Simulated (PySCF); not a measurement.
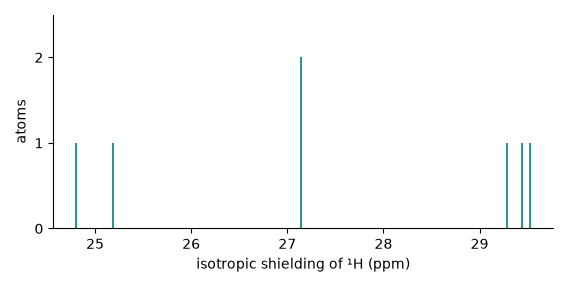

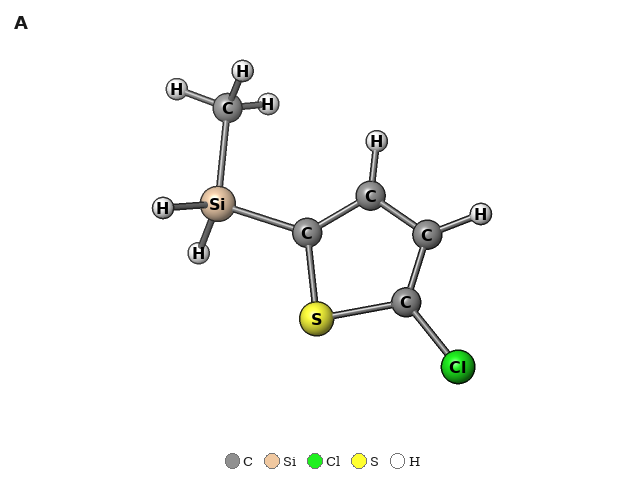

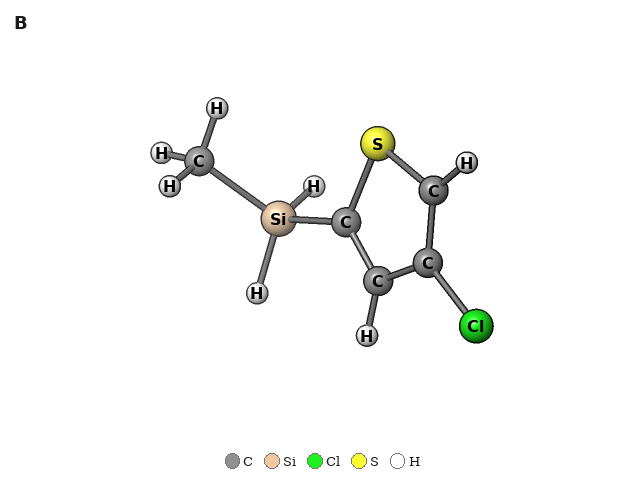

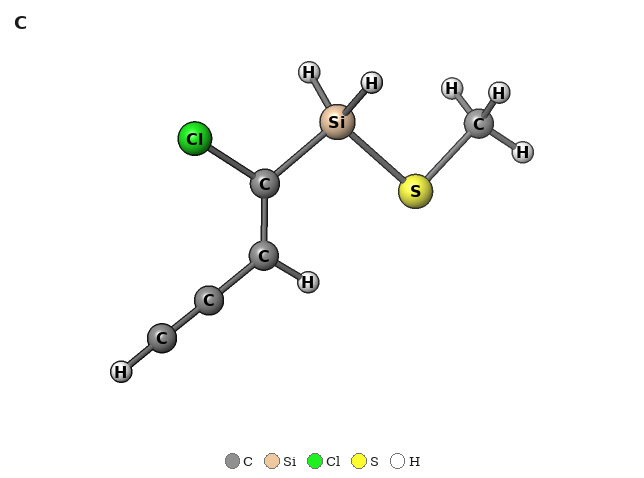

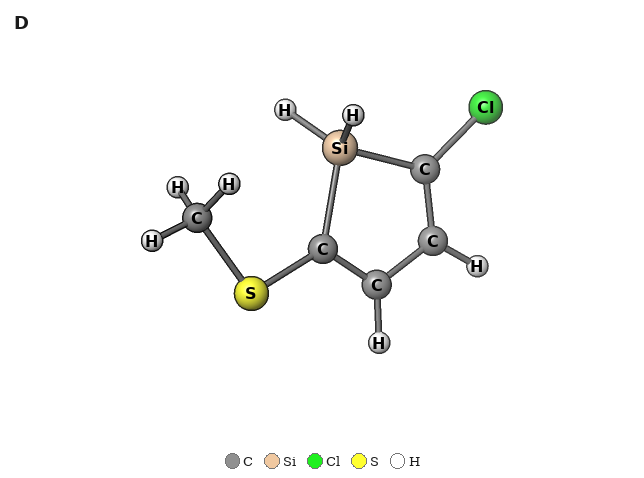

The sticks are computed shieldings of one of the molecules, for one fixed geometry (GFN2-xTB) without averaging over rotations. Low shielding means a high chemical shift. Method: GIAO PBE0/pcSseg-1 NMR shielding, non-relativistic, gas phase (PySCF 2.14.0).

> Which molecule gives this pattern?

D, `CSC1=CC=C(Cl)[SiH2]1`. Its 7 H atoms give lines at 24.80, 25.18, 27.14 (2 atoms), 29.28, 29.44, 29.53 ppm.

The geometry is semi-empirical. Around Si such bond lengths and angles can be off by a tenth of an ångström or more and by several degrees, and values that hang on the shape move with them.
